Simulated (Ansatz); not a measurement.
# Nudged elastic band, with input and output: WH7Cl (part 1 of 2)

- system: WH7Cl
- method: RKS B3LYP-D4/def2-TZVP (Ansatz 0.2.0)

The run did not end well. It belongs to a series of runs on one base structure; here: band between the two ends.

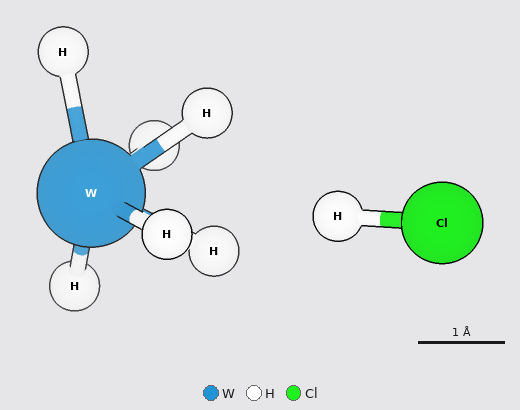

*The input geometry (ball-and-stick view, seen at a tilt). Sticks mark near contacts.*

### What the run reported

| quantity | value |
| --- | --- |
| outcome | not converged |
| barrier, forward (band not converged) | 0.006 eV |
| barrier, backward | 2.642 eV |
| hardware | 4 threads of Arm Neoverse V1, 24 GiB of memory available, shared host |
| wall time | 13 min (CPU time 47 min) |
| peak memory | 0.24 GiB |

### Diagnosis

The run did not converge: “NEB band did not converge after 60 iterations: max|band force component| = 6.07e-1 eV/Å (threshold 5.0e-2); raise `neb.max_iterations` in a new run, which can start from the last band evaluated (`neb.initial_path`, with `crystal.atoms` and `neb.final_atoms` set to its first and last images), add images, or start from endpoints closer to local minima …” Its last values are not results.

### The input
```yaml
crystal:
  periodic: [false, false, false]
  atoms:
    - { symbol: W, position_ang: [-0.570578, -0.581577, 0.304072] }
    - { symbol: H, position_ang: [0.069759, 0.075968, 1.746688] }
    - { symbol: H, position_ang: [1.025055, -0.201082, 0.087417] }
    - { symbol: H, position_ang: [-0.203428, 1.015551, 0.075225] }
    - { symbol: H, position_ang: [-1.804305, 0.249751, -0.526221] }
    - { symbol: H, position_ang: [0.2787, -1.814745, -0.508207] }
    - { symbol: H, position_ang: [-0.065369, -0.08555, -1.188582] }
    - { symbol: Cl, position_ang: [2.299731, 2.407412, 1.837621] }
    - { symbol: H, position_ang: [1.451536, 1.51887, 1.446087] }
basis:
  gaussian: { orbitals: def2-TZVP }
hamiltonian:
  xc: b3lyp
  dispersion: d4
neb:
  order_check: false
  images: 9
  f_tol: 0.05
  max_iterations: 60
  final_atoms:
    - { symbol: W, position_ang: [0.5910143, 0.61036047, 0.27489437] }
    - { symbol: H, position_ang: [-0.59872916, -0.60890963, 1.04288291] }
    - { symbol: H, position_ang: [1.53463145, -0.48849313, 1.16247071] }
    - { symbol: H, position_ang: [-0.53842502, 1.53005304, 1.14905463] }
    - { symbol: H, position_ang: [-1.03164433, 0.41623778, -0.19260179] }
    - { symbol: H, position_ang: [0.44192088, -1.01999497, -0.18271609] }
    - { symbol: H, position_ang: [0.2064067, 0.20480496, -1.30150083] }
    - { symbol: Cl, position_ang: [2.11470944, 2.17056383, -0.39204864] }
    - { symbol: H, position_ang: [-0.23878325, -0.23002436, 1.71366473] }
  initial_path:
    images:
      - { positions_ang: [[-0.570578, -0.581577, 0.304072], [0.069759, 0.075968, 1.746688], [1.025055, -0.201082, 0.087417], [-0.203428, 1.015551, 0.075225], [-1.804305, 0.249751, -0.526221], [0.2787, -1.814745, -0.508207], [-0.065369, -0.08555, -1.188582], [2.299731, 2.407412, 1.837621], [1.451536, 1.51887, 1.446087]] }
      - { positions_ang: [[-0.45588343, -0.46557719, 0.2430712], [0.0537543, 0.06162149, 1.811154], [1.16461532, -0.16048516, 0.07193212], [-0.16285331, 1.15612315, 0.0590231], [-1.78685739, 0.19878918, -0.42334811], [0.22422884, -1.79610953, -0.4057815], [-0.04952937, -0.06972169, -1.29504369], [2.19209883, 2.29512359, 1.64075283], [1.30152722, 1.36483416, 1.57234005]] }
      - { positions_ang: [[-0.34118887, -0.34957738, 0.1820704], [0.03774959, 0.04727498, 1.87562001], [1.30417564, -0.11988832, 0.05644723], [-0.12227862, 1.29669529, 0.04282121], [-1.76940978, 0.14782736, -0.32047523], [0.16975768, -1.77747406, -0.303356], [-0.03368974, -0.05389337, -1.40150538], [2.08446666, 2.18283519, 1.44388466], [1.15151843, 1.21079833, 1.69859309]] }
      - { positions_ang: [[-0.2264943, -0.23357758, 0.1210696], [0.02174489, 0.03292847, 1.94008601], [1.44373597, -0.07929149, 0.04096235], [-0.08170393, 1.43726744, 0.02661931], [-1.75196218, 0.09686553, -0.21760234], [0.11528653, -1.75883859, -0.2009305], [-0.0178501, -0.03806506, -1.50796707], [1.97683449, 2.07054678, 1.2470165], [1.00150965, 1.05676249, 1.82484614]] }
      - { positions_ang: [[-0.11179974, -0.11757777, 0.06006881], [0.00574019, 0.01858196, 2.00455201], [1.58329629, -0.03869465, 0.02547747], [-0.04112925, 1.57783959, 0.01041742], [-1.73451457, 0.04590371, -0.11472946], [0.06081537, -1.74020313, -0.09850501], [-0.00201047, -0.02223674, -1.61442876], [1.86920232, 1.95825837, 1.05014833], [0.85150086, 0.90272666, 1.95109919]] }
      - { positions_ang: [[0.00289483, -0.00157796, -0.00093199], [-0.01026452, 0.00423545, 2.06901802], [1.72285661, 0.00190219, 0.00999259], [-0.00055456, 1.71841173, -0.00578448], [-1.71706696, -0.00505811, -0.01185657], [0.00634421, -1.72156766, 0.00392049], [0.01382916, -0.00640843, -1.72089045], [1.76157015, 1.84596997, 0.85328016], [0.70149208, 0.74869082, 2.07735224]] }
      - { positions_ang: [[0.12051872, 0.12080972, 0.05423328], [-0.12795744, -0.11839356, 1.863791], [1.68521158, -0.09617688, 0.24048821], [-0.10812865, 1.68074, 0.22518334], [-1.57998243, 0.07920107, -0.04800562], [0.09345954, -1.58125312, -0.03340682], [0.05234467, 0.03583425, -1.63701253], [1.83219801, 1.91088874, 0.6042144], [0.51343701, 0.55294778, 2.00461474]] }
      - { positions_ang: [[0.23814261, 0.24319741, 0.10939855], [-0.24565037, -0.24102258, 1.65856397], [1.64756655, -0.19425594, 0.47098384], [-0.21570274, 1.64306826, 0.45615116], [-1.44289791, 0.16346025, -0.08415466], [0.18057488, -1.44093858, -0.07073414], [0.09086017, 0.07807692, -1.5531346], [1.90282586, 1.97580751, 0.35514864], [0.32538195, 0.35720475, 1.93187724]] }
      - { positions_ang: [[0.35576651, 0.36558509, 0.16456383], [-0.3633433, -0.36365159, 1.45333695], [1.60992151, -0.292335, 0.70147946], [-0.32327683, 1.60539652, 0.68711898], [-1.30581338, 0.24771942, -0.1203037], [0.26769021, -1.30062404, -0.10806146], [0.12937568, 0.1203196, -1.46925668], [1.97345372, 2.04072629, 0.10608288], [0.13732688, 0.16146171, 1.85913974]] }
      - { positions_ang: [[0.4733904, 0.48797278, 0.2197291], [-0.48103623, -0.48628061, 1.24810993], [1.57227648, -0.39041407, 0.93197509], [-0.43085093, 1.56772478, 0.9180868], [-1.16872885, 0.3319786, -0.15645275], [0.35480554, -1.16030951, -0.14538878], [0.16789119, 0.16256228, -1.38537876], [2.04408158, 2.10564506, -0.14298288], [-0.05072818, -0.03428132, 1.78640223]] }
      - { positions_ang: [[0.5910143, 0.61036047, 0.27489437], [-0.59872916, -0.60890963, 1.04288291], [1.53463145, -0.48849313, 1.16247071], [-0.53842502, 1.53005304, 1.14905463], [-1.03164433, 0.41623778, -0.19260179], [0.44192088, -1.01999497, -0.18271609], [0.2064067, 0.20480496, -1.30150083], [2.11470944, 2.17056383, -0.39204864], [-0.23878325, -0.23002436, 1.71366473]] }
```

Run as:
```bash
ansatz run input.yaml --threads 4 --pin off --max-ram 5120MiB --backend cpu --events-out ev --progress --plain --runs-dir out
```

### What the program printed
```
Engine: ansatz 0.2.0, aarch64-unknown-linux-gnu
Functional definition: B3LYP
  parameter a0 = 0.2
  parameter ax = 0.72
  parameter ac = 0.81
  exchange = (1 - a0 - ax)*slater_x + ax*b88_x + a0*exact_x
  correlation = (1 - ac)*vwn_rpa_c + ac*lyp_c
964 factors; their error is unknown
mean field evaluation 1: about -14458.1841 eV, gradient 3.4e1 eV
mean field evaluation 2: about -14457.0665 eV, gradient 4.2e1 eV
mean field evaluation 4: about -14460.9408 eV, gradient 5.0e0 eV
mean field evaluation 8: about -14460.9947 eV, gradient 3.5e-2 eV
mean field evaluation 16: about -14461.0247 eV, gradient 4.6e-5 eV
mean field -14461.02470897 eV, -531.4328560200 hartree, gradient 4.6e-5 eV, S^2 0.000000; 0 other end points of the search recorded, 0 dependent functions left out
the calculation of the forces begins
reference -14461.02499270 eV, -531.4328664469 hartree; 19, 19 occupied and 100, 100 virtual orbitals, 964 factors
964 factors; their error is unknown
mean field evaluation 32: about -14463.6328 eV, gradient 1.5e-4 eV
mean field -14463.63277550 eV, -531.5287006971 hartree, gradient 5.7e-5 eV, S^2 0.000000; 0 other end points of the search recorded, 0 dependent functions left out
[... from here on the field's lines of each further geometry are left out, up to the last ...]
NEB iter   1: max|band force component| = 1.259e1 eV/Å  barrier→ = 5.8281 eV  barrier← = 8.4641 eV  Δτ_max = 0.2000 Å  (487 SCF iters)
NEB iter   2: max|band force component| = 5.911e0 eV/Å  barrier→ = 2.9611 eV  barrier← = 5.5971 eV  Δτ_max = 0.1903 Å  (385 SCF iters)
NEB iter   3: max|band force component| = 2.945e0 eV/Å  barrier→ = 1.7227 eV  barrier← = 4.3587 eV  Δτ_max = 0.2000 Å  (352 SCF iters)
NEB iter   4: max|band force component| = 3.285e0 eV/Å  barrier→ = 0.8573 eV  barrier← = 3.4933 eV  Δτ_max = 0.1030 Å  (350 SCF iters)
NEB iter   5: max|band force component| = 2.023e0 eV/Å  barrier→ = 0.9762 eV  barrier← = 3.6122 eV  Δτ_max = 0.1022 Å  (332 SCF iters)
NEB iter   6: max|band force component| = 7.843e-1 eV/Å  barrier→ = 0.9576 eV  barrier← = 3.5937 eV  Δτ_max = 0.2000 Å  (333 SCF iters)
NEB iter   7: max|band force component| = 1.172e0 eV/Å  barrier→ = 0.9613 eV  barrier← = 3.5973 eV  Δτ_max = 0.1011 Å  (359 SCF iters)
NEB iter   8: max|band force component| = 1.850e0 eV/Å  barrier→ = 0.8860 eV  barrier← = 3.5220 eV  Δτ_max = 0.0504 Å  (333 SCF iters)
NEB iter   9: max|band force component| = 1.295e0 eV/Å  barrier→ = 0.8467 eV  barrier← = 3.4827 eV  Δτ_max = 0.0508 Å  (317 SCF iters)
NEB iter  10: max|band force component| = 8.999e-1 eV/Å  barrier→ = 0.8175 eV  barrier← = 3.4535 eV  Δτ_max = 0.0509 Å  (314 SCF iters)
NEB iter  11: max|band force component| = 1.194e0 eV/Å  barrier→ = 0.7880 eV  barrier← = 3.4240 eV  Δτ_max = 0.0251 Å  (310 SCF iters)
NEB iter  12: max|band force component| = 5.401e-1 eV/Å  barrier→ = 0.7678 eV  barrier← = 3.4038 eV  Δτ_max = 0.0504 Å  (312 SCF iters)
NEB iter  13: max|band force component| = 5.073e-1 eV/Å  barrier→ = 0.7320 eV  barrier← = 3.3680 eV  Δτ_max = 0.0503 Å  (310 SCF iters)
NEB iter  14: max|band force component| = 1.701e0 eV/Å  barrier→ = 0.6879 eV  barrier← = 3.3239 eV  Δτ_max = 0.0251 Å  (312 SCF iters)
NEB iter  15: max|band force component| = 6.863e-1 eV/Å  barrier→ = 0.6573 eV  barrier← = 3.2933 eV  Δτ_max = 0.0503 Å  (313 SCF iters)
NEB iter  16: max|band force component| = 1.032e0 eV/Å  barrier→ = 0.5937 eV  barrier← = 3.2297 eV  Δτ_max = 0.0251 Å  (303 SCF iters)
NEB iter  17: max|band force component| = 7.188e-1 eV/Å  barrier→ = 0.5587 eV  barrier← = 3.1947 eV  Δτ_max = 0.0251 Å  (308 SCF iters)
NEB iter  18: max|band force component| = 6.693e-1 eV/Å  barrier→ = 0.5203 eV  barrier← = 3.1563 eV  Δτ_max = 0.0252 Å  (309 SCF iters)
NEB iter  19: max|band force component| = 6.708e-1 eV/Å  barrier→ = 0.4787 eV  barrier← = 3.1147 eV  CI = image 2  Δτ_max = 0.0251 Å  (309 SCF iters)
NEB iter  20: max|band force component| = 6.609e-1 eV/Å  barrier→ = 0.4829 eV  barrier← = 3.1189 eV  CI = image 2  Δτ_max = 0.0503 Å  (306 SCF iters)
NEB iter  21: max|band force component| = 6.486e-1 eV/Å  barrier→ = 0.4993 eV  barrier← = 3.1353 eV  CI = image 2  Δτ_max = 0.1016 Å  (304 SCF iters)
NEB iter  22: max|band force component| = 7.494e-1 eV/Å  barrier→ = 0.5286 eV  barrier← = 3.1646 eV  CI = image 2  Δτ_max = 0.1003 Å  (297 SCF iters)
NEB iter  23: max|band force component| = 9.458e-1 eV/Å  barrier→ = 0.5707 eV  barrier← = 3.2067 eV  CI = image 2  Δτ_max = 0.1019 Å  (300 SCF iters)
NEB iter  24: max|band force component| = 1.552e0 eV/Å  barrier→ = 0.6287 eV  barrier← = 3.2647 eV  CI = image 2  Δτ_max = 0.0509 Å  (318 SCF iters)
NEB iter  25: max|band force component| = 1.218e0 eV/Å  barrier→ = 0.6693 eV  barrier← = 3.3054 eV  CI = image 2  Δτ_max = 0.0505 Å  (303 SCF iters)
NEB iter  26: max|band force component| = 1.244e0 eV/Å  barrier→ = 0.7247 eV  barrier← = 3.3607 eV  CI = image 2  Δτ_max = 0.0509 Å  (303 SCF iters)
NEB iter  27: max|band force component| = 1.121e0 eV/Å  barrier→ = 0.7952 eV  barrier← = 3.4313 eV  CI = image 2  Δτ_max = 0.1045 Å  (297 SCF iters)
NEB iter  28: max|band force component| = 9.258e-1 eV/Å  barrier→ = 0.8394 eV  barrier← = 3.4754 eV  CI = image 2  Δτ_max = 0.1019 Å  (325 SCF iters)
NEB iter  29: max|band force component| = 1.045e0 eV/Å  barrier→ = 0.8428 eV  barrier← = 3.4788 eV  CI = image 2  Δτ_max = 0.2000 Å  (313 SCF iters)
NEB iter  30: max|band force component| = 1.639e0 eV/Å  barrier→ = 0.8726 eV  barrier← = 3.5086 eV  CI = image 2  Δτ_max = 0.1003 Å  (321 SCF iters)
NEB iter  31: max|band force component| = 9.129e-1 eV/Å  barrier→ = 0.8797 eV  barrier← = 3.5158 eV  CI = image 2  Δτ_max = 0.2000 Å  (310 SCF iters)
NEB iter  32: max|band force component| = 2.033e0 eV/Å  barrier→ = 0.9783 eV  barrier← = 3.6143 eV  CI = image 2  Δτ_max = 0.1020 Å  (328 SCF iters)
NEB iter  33: max|band force component| = 1.926e0 eV/Å  barrier→ = 0.9213 eV  barrier← = 3.5574 eV  CI = image 2  Δτ_max = 0.1021 Å  (324 SCF iters)
NEB iter  34: max|band force component| = 1.490e0 eV/Å  barrier→ = 0.8725 eV  barrier← = 3.5086 eV  CI = image 2  Δτ_max = 0.2000 Å  (328 SCF iters)
NEB iter  35: max|band force component| = 3.033e0 eV/Å  barrier→ = 0.8166 eV  barrier← = 3.4526 eV  CI = image 2  Δτ_max = 0.1027 Å  (331 SCF iters)
NEB iter  36: max|band force component| = 1.608e0 eV/Å  barrier→ = 0.7825 eV  barrier← = 3.4185 eV  CI = image 2  Δτ_max = 0.2000 Å  (310 SCF iters)
NEB iter  37: max|band force component| = 9.554e-1 eV/Å  barrier→ = 0.6751 eV  barrier← = 3.3111 eV  CI = image 2  Δτ_max = 0.2000 Å  (325 SCF iters)
NEB iter  38: max|band force component| = 9.032e-1 eV/Å  barrier→ = 0.5083 eV  barrier← = 3.1443 eV  CI = image 2  Δτ_max = 0.2000 Å  (330 SCF iters)
NEB iter  39: max|band force component| = 8.111e-1 eV/Å  barrier→ = 0.2583 eV  barrier← = 2.8943 eV  CI = image 2  Δτ_max = 0.2000 Å  (314 SCF iters)
NEB iter  40: max|band force component| = 9.825e-1 eV/Å  barrier→ = 0.0214 eV  barrier← = 2.6574 eV  CI = image 1  Δτ_max = 0.2000 Å  (315 SCF iters)
NEB iter  41: max|band force component| = 6.251e-1 eV/Å  barrier→ = 0.0099 eV  barrier← = 2.6459 eV  CI = image 1  Δτ_max = 0.2000 Å  (316 SCF iters)
NEB iter  42: max|band force component| = 4.922e-1 eV/Å  barrier→ = 0.0059 eV  barrier← = 2.6419 eV  CI = image 1  Δτ_max = 0.2000 Å  (307 SCF iters)
NEB iter  43: max|band force component| = 5.296e-1 eV/Å  barrier→ = 0.0053 eV  barrier← = 2.6413 eV  CI = image 1  Δτ_max = 0.1006 Å  (307 SCF iters)
NEB iter  44: max|band force component| = 4.857e-1 eV/Å  barrier→ = 0.0054 eV  barrier← = 2.6414 eV  CI = image 1  Δτ_max = 0.1003 Å  (292 SCF iters)
NEB iter  45: max|band force component| = 2.731e-1 eV/Å  barrier→ = 0.0068 eV  barrier← = 2.6429 eV  CI = image 1  Δτ_max = 0.1023 Å  (296 SCF iters)
NEB iter  46: max|band force component| = 1.165e0 eV/Å  barrier→ = 0.0065 eV  barrier← = 2.6425 eV  CI = image 1  Δτ_max = 0.0504 Å  (297 SCF iters)
NEB iter  47: max|band force component| = 1.897e-1 eV/Å  barrier→ = 0.0062 eV  barrier← = 2.6422 eV  CI = image 1  Δτ_max = 0.1033 Å  (294 SCF iters)
NEB iter  48: max|band force component| = 4.212e-1 eV/Å  barrier→ = 0.0061 eV  barrier← = 2.6421 eV  CI = image 1  Δτ_max = 0.0506 Å  (300 SCF iters)
NEB iter  49: max|band force component| = 3.109e-1 eV/Å  barrier→ = 0.0057 eV  barrier← = 2.6417 eV  CI = image 1  Δτ_max = 0.0500 Å  (294 SCF iters)
NEB iter  50: max|band force component| = 3.676e-1 eV/Å  barrier→ = 0.0054 eV  barrier← = 2.6414 eV  CI = image 1  Δτ_max = 0.0251 Å  (297 SCF iters)
NEB iter  51: max|band force component| = 3.275e-1 eV/Å  barrier→ = 0.0056 eV  barrier← = 2.6416 eV  CI = image 1  Δτ_max = 0.0251 Å  (298 SCF iters)
NEB iter  52: max|band force component| = 3.403e-1 eV/Å  barrier→ = 0.0060 eV  barrier← = 2.6420 eV  CI = image 1  Δτ_max = 0.0250 Å  (298 SCF iters)
NEB iter  53: max|band force component| = 3.817e-1 eV/Å  barrier→ = 0.0059 eV  barrier← = 2.6420 eV  CI = image 1  Δτ_max = 0.0500 Å  (300 SCF iters)
NEB iter  54: max|band force component| = 5.780e-1 eV/Å  barrier→ = 0.0058 eV  barrier← = 2.6419 eV  CI = image 1  Δτ_max = 0.1005 Å  (292 SCF iters)
NEB iter  55: max|band force component| = 1.001e0 eV/Å  barrier→ = 0.0059 eV  barrier← = 2.6419 eV  CI = image 1  Δτ_max = 0.1031 Å  (299 SCF iters)
NEB iter  56: max|band force component| = 9.375e-1 eV/Å  barrier→ = 0.0058 eV  barrier← = 2.6418 eV  CI = image 1  Δτ_max = 0.1003 Å  (299 SCF iters)
NEB iter  57: max|band force component| = 7.241e-1 eV/Å  barrier→ = 0.0058 eV  barrier← = 2.6418 eV  CI = image 1  Δτ_max = 0.1016 Å  (301 SCF iters)
NEB iter  58: max|band force component| = 9.685e-1 eV/Å  barrier→ = 0.0057 eV  barrier← = 2.6417 eV  CI = image 1  Δτ_max = 0.0507 Å  (302 SCF iters)
NEB iter  59: max|band force component| = 7.179e-1 eV/Å  barrier→ = 0.0057 eV  barrier← = 2.6417 eV  CI = image 1  Δτ_max = 0.0501 Å  (294 SCF iters)
the calculation of the forces begins
reference -14462.34297380 eV, -531.4813013590 hartree; 19, 19 occupied and 100, 100 virtual orbitals, 964 factors
these checks for a lower state are left out or cut short: starts, cluster_reference, orbital_swaps, neighbouring_geometries, increment
964 factors; their error is unknown
mean field -14462.97758284 eV, -531.5046228111 hartree, gradient 1.5e-5 eV, S^2 0.000000; 0 other end points of the search recorded, 0 dependent functions left out
the calculation of the forces begins
reference -14462.97786808 eV, -531.5046332934 hartree; 19, 19 occupied and 100, 100 virtual orbitals, 964 factors
NEB iter  60: max|band force component| = 6.066e-1 eV/Å  barrier→ = 0.0058 eV  barrier← = 2.6418 eV  CI = image 1  Δτ_max = 0.0503 Å  (299 SCF iters)
```
